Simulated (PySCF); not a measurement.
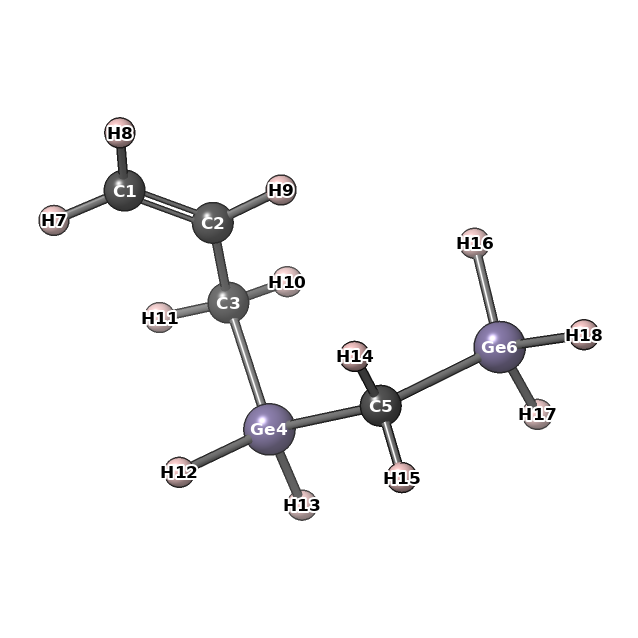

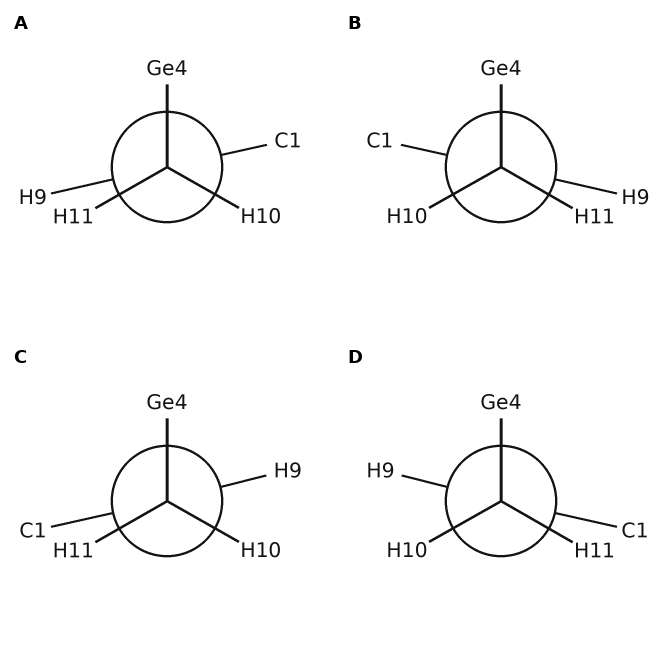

Distant atoms are faded towards the background colour. Bonds that would overlap in a projection are set slightly apart. The computed structure is the end point of a PBE0-D3(BJ)/def2-SVP optimisation. No frequency run is at hand to confirm it as a minimum.

Which Newman projection shows the view along C3–C2, with C3 in front?

C. The torsion angle Ge4–C3–C2–C1 is −103°, anticlinal.
